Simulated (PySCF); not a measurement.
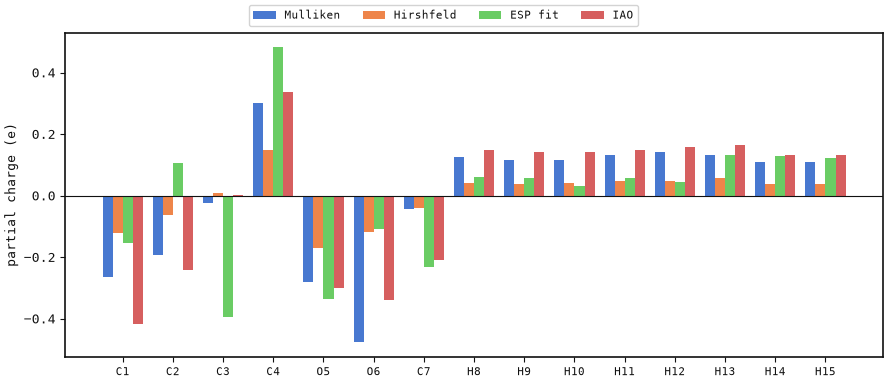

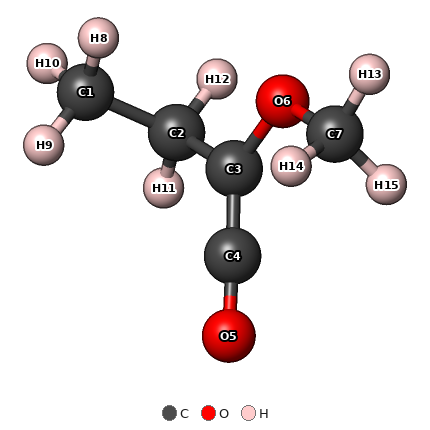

Atomic charges of C₅H₈O₂, SMILES CCC(=C=O)OC by 4 schemes, PBE0/pcSseg-1 with PySCF 2.14.0, at a GFN2-xTB geometry (no frequency check).

Which atom is the most negative in each scheme?

Answer. Mulliken: O6 (−0.48 e); Hirshfeld: O5 (−0.17 e); ESP fit: C3 (−0.39 e); IAO: C1 (−0.42 e).

On which atom do the schemes disagree most?

Answer. On C3: Mulliken −0.02, Hirshfeld 0.01, ESP fit −0.39, IAO 0.00 e.

Note: the tight-binding geometry is rougher than a DFT one and adds to the error; one conformer of a flexible molecule.
